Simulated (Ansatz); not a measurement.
# GeH8Si2 (Ge(SiH3)2H2): what the fields show

The calculation's input:

```
crystal:
  periodic: [false, false, false]
  atoms:
    - {symbol: Ge, position_ang: [-0.809080, 0.032293, -0.574795]}
    - {symbol: Si, position_ang: [-0.834728, -0.026658, 1.818296]}
    - {symbol: H, position_ang: [-0.153846, -1.279544, 2.300787]}
    - {symbol: H, position_ang: [-2.242904, -0.003806, 2.349673]}
    - {symbol: H, position_ang: [-0.091178, 1.163976, 2.362051]}
    - {symbol: Si, position_ang: [1.442985, 0.002358, -1.386161]}
    - {symbol: H, position_ang: [2.135548, -1.247060, -0.911356]}
    - {symbol: H, position_ang: [2.188566, 1.196789, -0.853642]}
    - {symbol: H, position_ang: [1.481481, 0.037040, -2.890540]}
    - {symbol: H, position_ang: [-1.530334, 1.315116, -1.076047]}
    - {symbol: H, position_ang: [-1.586500, -1.190504, -1.138266]}
basis:
  gaussian: {orbitals: def2-TZVP, initial_orbitals: start.molden}
hamiltonian: {xc: pbe0, dispersion: d4}
scf: {omitted_lower_state_checks: [starts]}
output: {forces: true, orbitals: {seedname: orbitals}}
```

Launched as:

```sh
ansatz run in.yaml --threads 4 --pin off --events-out ev --progress --plain --max-ram 3916MiB
```

Geometry: PBE-D4/def2-SVP.

Computed with RKS PBE0-D4/def2-TZVP (Ansatz).

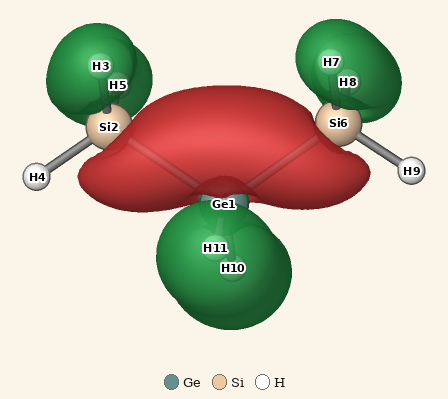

Figure 1. The HOMO−1 at ±0.08 Å⁻³ᐟ² (green and red are the two phases), seen across its widest extent.

Describe this orbital and give its energy.

Its weight (Hirshfeld) is mainly on Ge1 (about 35 %), Si2 (about 15 %), Si6 (about 15 %), H10 (about 10 %) and H11 (about 10 %). Its energy is −8.58 eV.

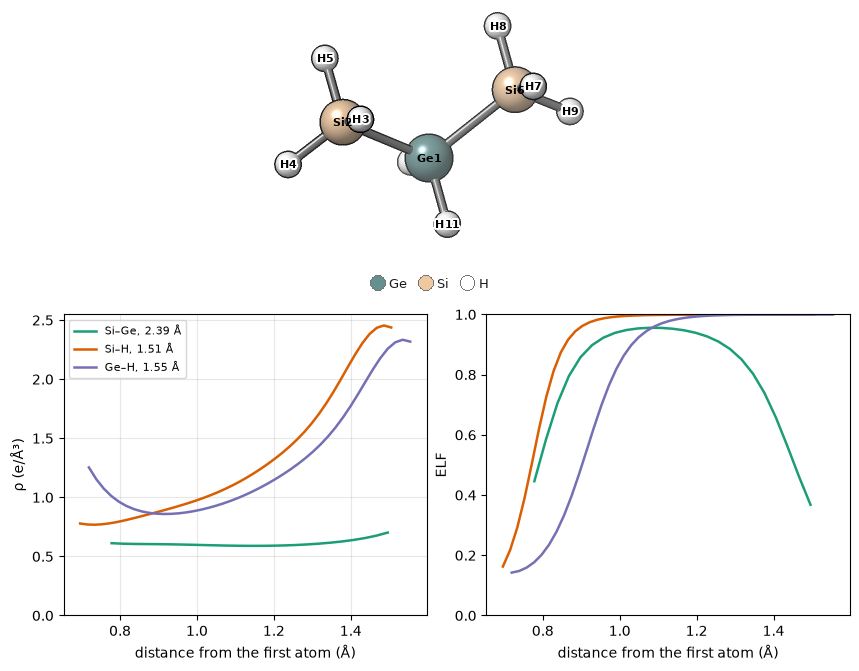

Figure 2. Electron density and electron localisation function along straight lines between neighbouring atoms. The curves leave out the atomic cores. The structure is drawn too.

What can be read from the curves?

Si–Ge (2.39 Å): the density is about 0.59 e/Å³ at the midpoint; the ELF peaks at about 0.95 between the atoms: localised, covalent bonding.
Si–H (1.51 Å): ρ is about 0.77 e/Å³ halfway; the ELF climbs to about 1 towards the hydrogen, as it does in any bond to H.
Ge–H (1.55 Å): ρ at the midpoint is about 1 e/Å³; the ELF climbs to about 1 towards the hydrogen.

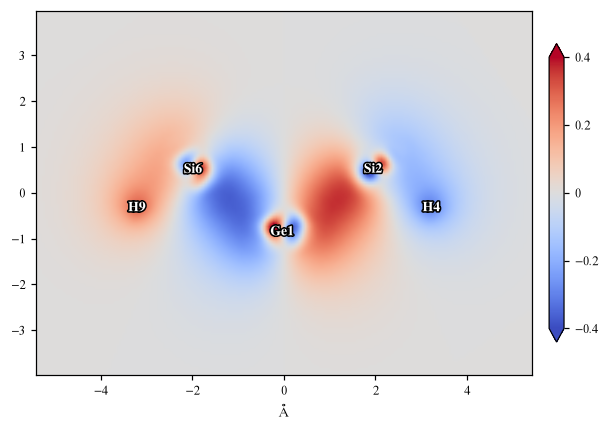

Figure 3. The HOMO on the plane of atoms Si2, Ge1 and Si6 (values in Å⁻³ᐟ²; the overall sign is arbitrary).

Describe this orbital and give its energy.

By Hirshfeld shares it lies mainly on Ge1 (about 35 %), Si2 (about 25 %) and Si6 (about 25 %). Its energy is −7.92 eV.
